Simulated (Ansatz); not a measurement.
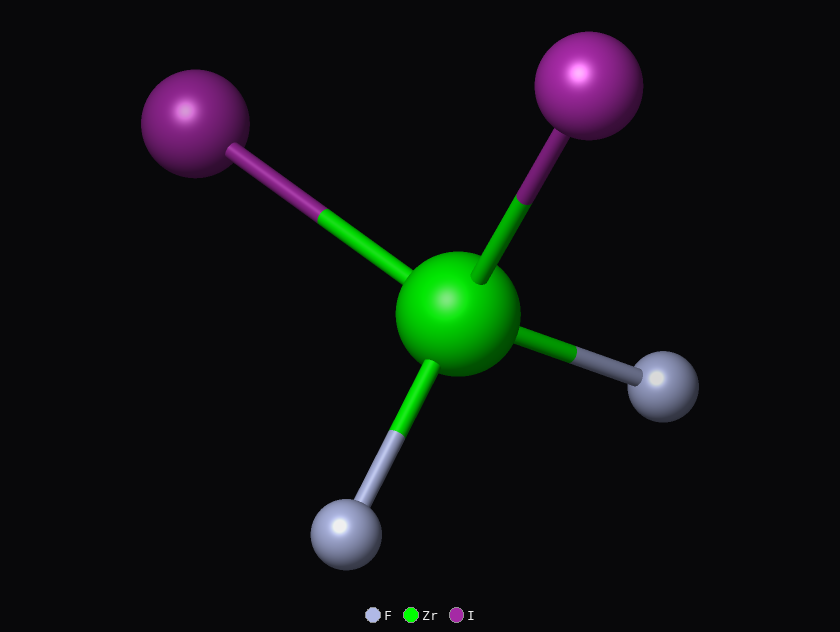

Charge 0, singlet. The geometry was computed by an optimisation with PBE-D4/def2-SVP. No frequency run is at hand to confirm it as a minimum.

### Describe the coordination sphere.

Zr binds 4 atoms: 2 F at 1.90 Å, 2 I at 2.71 Å. The arrangement is tetrahedral.

### What are the formal oxidation state of the metal and its number of d electrons?

Zr(IV), d⁰, counting the ligands as closed-shell ions or neutral donors.
